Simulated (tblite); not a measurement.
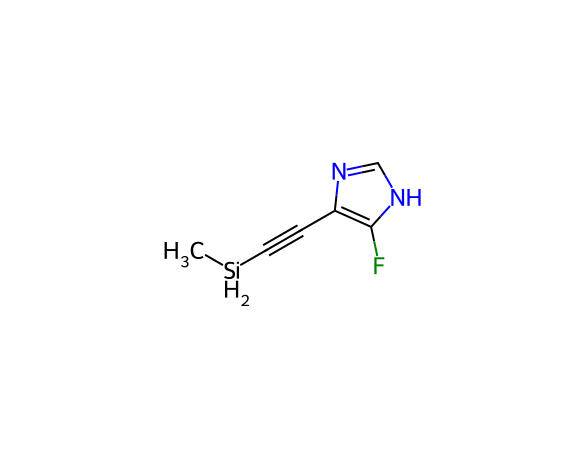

Figure made from data computed with tblite.

Skeletal drawing of a molecule.

Write the SMILES.

C[SiH2]C#Cc1nc[nH]c1F

What is the molecular formula?

C6H7FN2Si.

An optimisation with GFN2-xTB gave a structure of which point group?

Cs.
